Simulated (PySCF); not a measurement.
# CO, SMILES `[C-]#[O+]`: electronic structure

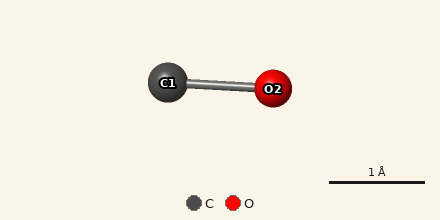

The molecule, with its atoms numbered as below. No frequency check shows the geometry to be a minimum.

Coordinates in Å:

```
C1       0.6442    0.0000    0.0000
O2      -0.4831    0.0000    0.0000
```

### 1. Bonding charge

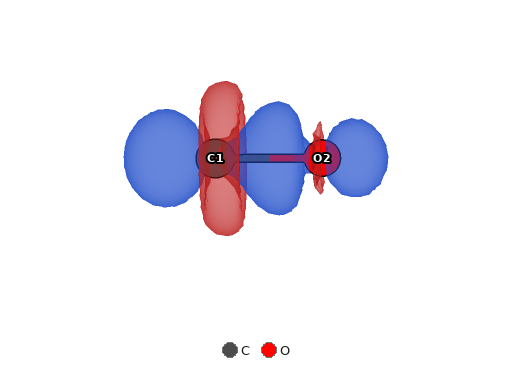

Deformation density (molecule less spherical, spin-averaged free atoms at the same positions), surfaces at ±0.1 e/Å³; blue: gain, red: loss.

Computed with PySCF, TPSSh/def2-SVPD, geometry: GFN2-xTB.

Question: Describe the bonding that the map shows.

Answer: C1–O2: +0.82 e/Å³ at the bond critical point (bond length 1.13 Å). In all, 0.5 electrons gather in the regions of gain relative to the promolecule.

Question: Where do the Hirshfeld charges lie?

Answer: The highest Hirshfeld charge is on C1 (+0.08 e), the lowest on O2 (−0.08 e).

### 2. Bond critical points

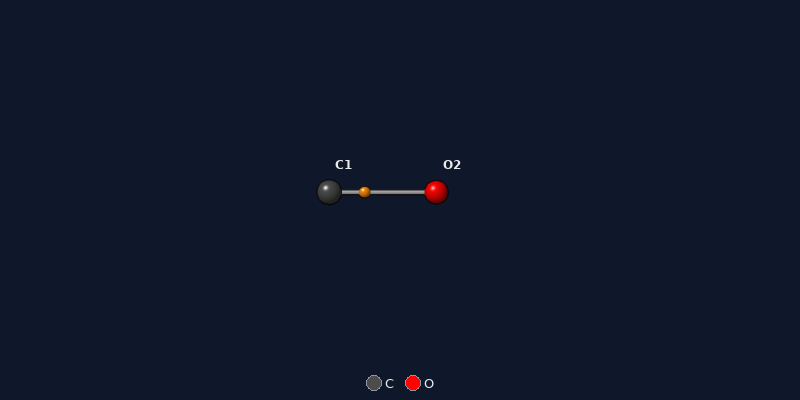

Molecular graph of the electron density (QTAIM): bond paths, bond critical points (orange), ring points (yellow, if any); weak paths are dashed.

Question: How many critical points of each kind are there, and does the count close?

Answer: 2 nuclei, 1 bond, 0 ring and 0 cage critical points: 2 − 1 + 0 − 0 = 1, as the Poincaré–Hopf relation requires.

Question: What does the calculation give at each kind of bond critical point?

Answer:
```tsv
bond	length (Å)	ρ (a.u.)	∇²ρ (a.u.)	ε	H (a.u.)
C1–O2	1.127	0.487	+1.27	0.00	−0.862
```

Question: What kind of interaction is C1–O2?

Answer: Polar or intermediate (positive Laplacian, negative energy density H): ρ = 0.487, ∇²ρ = +1.27, H = −0.862 a.u.

### 3. Local ionisation energy

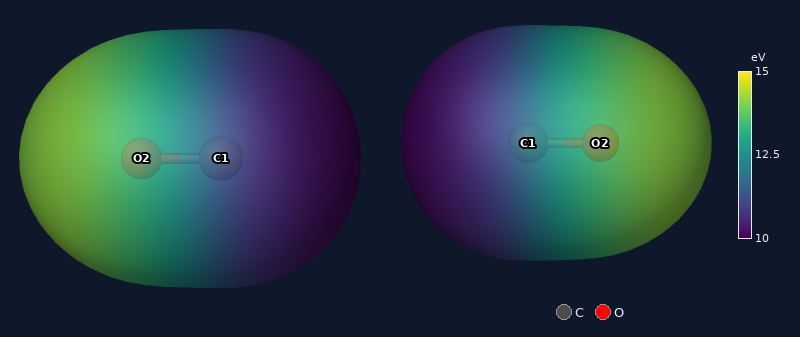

Average local ionisation energy on the surface of electron density 0.001 a.u. (back view left, front view right).

Question: Where are the most loosely bound electrons on this surface?

Answer: The lowest value is 10.1 eV, 2.0 Å from C1. Further minima include 14.1 eV, 1.7 Å from O2. For comparison, the highest occupied orbital lies at −9.9 eV.

### 4. In an electric field

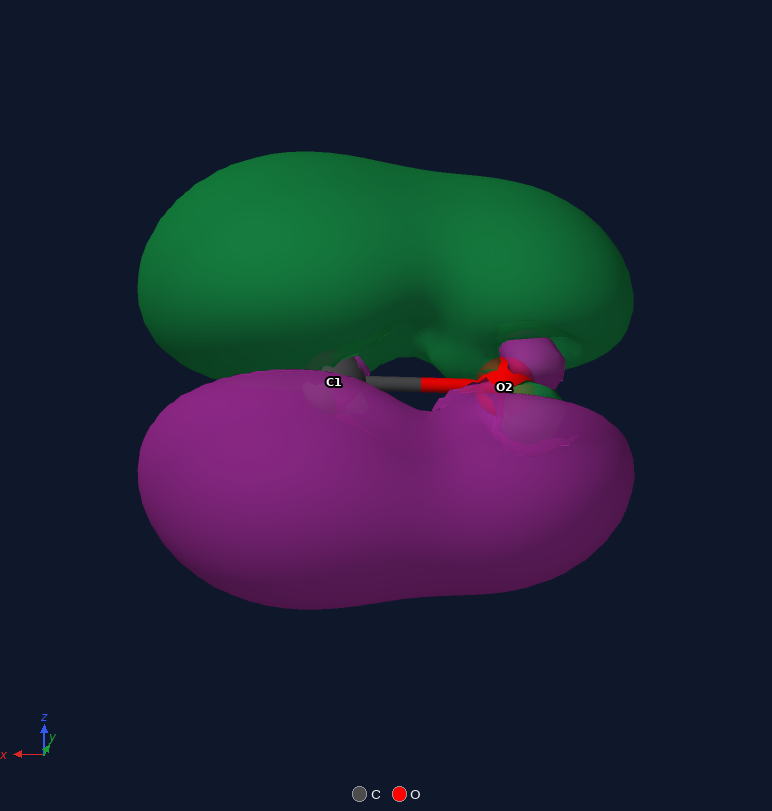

Change of the electron density in a uniform field of 0.26 V/Å, surfaces at ±0.001 e/Å³ (green: gain, purple: loss).

Method: PBE0/def2-SVPD; geometry: GFN2-xTB; program: PySCF.

The field was applied in both directions; the picture shows the one opposite to the script's first.

Question: Along which Cartesian direction does the field point?

Answer: Along −z: electrons gather on the +z side, against the field.

Question: What dipole is induced, and what polarisability does it imply?

Answer: The induced dipole is 0.15 D (along the field); α along this axis, from the fields in both directions, is 12 bohr³ (1.7 Å³).

### 5. Removing or adding an electron

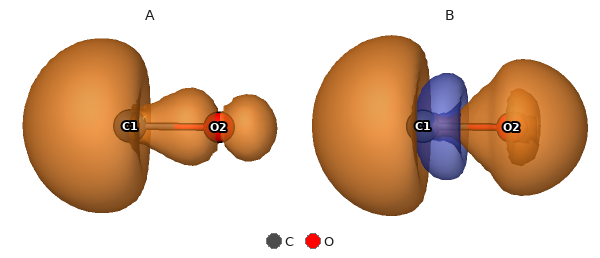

The Fukui function f⁻ from two separate SCF calculations and the density of the HOMO, at ±0.04 e/Å³ (orange positive, blue negative).

Computed with PySCF, B3LYP/def2-SVPD, geometry: GFN2-xTB.

Question: Which panel is which, and how good is the frozen-orbital picture?

Answer: B is f⁻ (it has negative regions), A the HOMO density. The HOMO lies on C1 (86 %) and O2 (14 %); f⁻ (Hirshfeld-condensed) is largest on C1 (0.69); the vertical ionisation energy is 14.17 eV. Relaxation shifts 17 % of the electron between atoms. The orbital energy is −10.50 eV.
